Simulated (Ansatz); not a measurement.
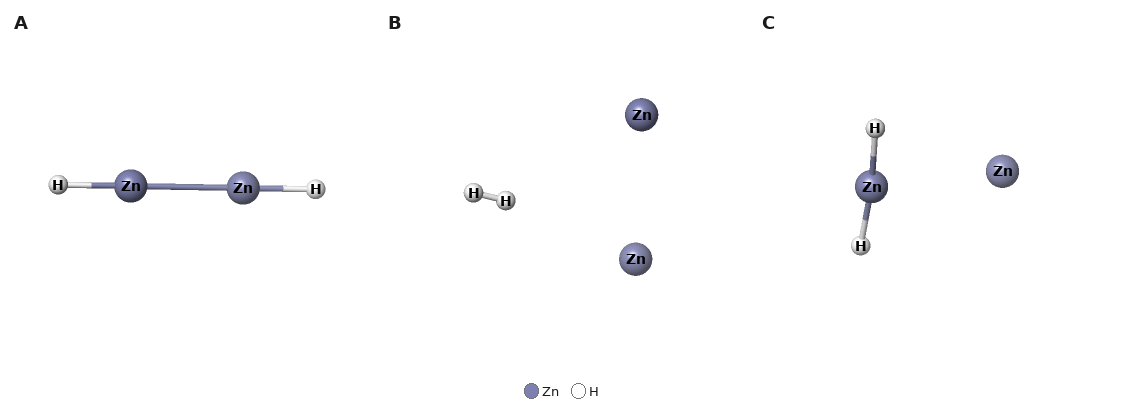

3 stationary structures of one formula. Geometries: PBE0-D4/def2-TZVP. Electronic energies: PBE-D4/def2-TZVPP (Ansatz 0.2.0), without zero-point energy. No frequency run is at hand to confirm each as a minimum.

Rank them by energy, lowest first.

Answer. B is lowest; C lies 0.150 eV above it, A lies 0.175 eV above it (D∞h).
